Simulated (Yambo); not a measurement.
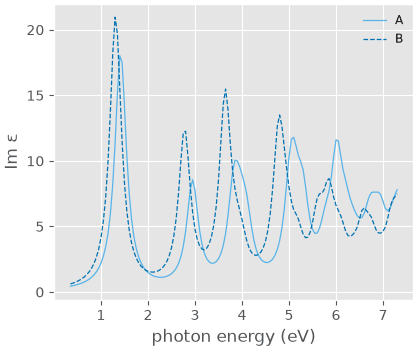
Figure: Two computed absorption spectra of CdSe (zinc blende, space group F-43m, No. 216) under isotropic strain of -1 % on all lattice vectors (Yambo, PBE bands with the same scissor, field along x)

**Question.** Which curve includes the electron-hole attraction (BSE)?

**Answer.** Curve B: the attraction moves weight to lower energy (centre of the plotted range 4.0 eV against 4.4 eV). Settings: 6×6×6 mesh, 3 valence and 4 conduction bands, static screening with 42 bands and a 4 Ry block, scissor 0.75 eV, Tamm-Dancoff. The scissor comes from a G0W0 run whose convergence isn't established. Broadening 0.15 eV. The band window holds all transitions up to 9.0 eV. On this mesh the peak heights and the fine structure are mesh artefacts; only the shift of weight is robust.

Spin-orbit coupling is not included.

Geometry strained from the cell relaxed with PBEsol, atoms relaxed again; primitive cell a = b = c = 4.258 Å, α = β = γ = 60.00°.

The potentials are those of PseudoDojo's stringent table.
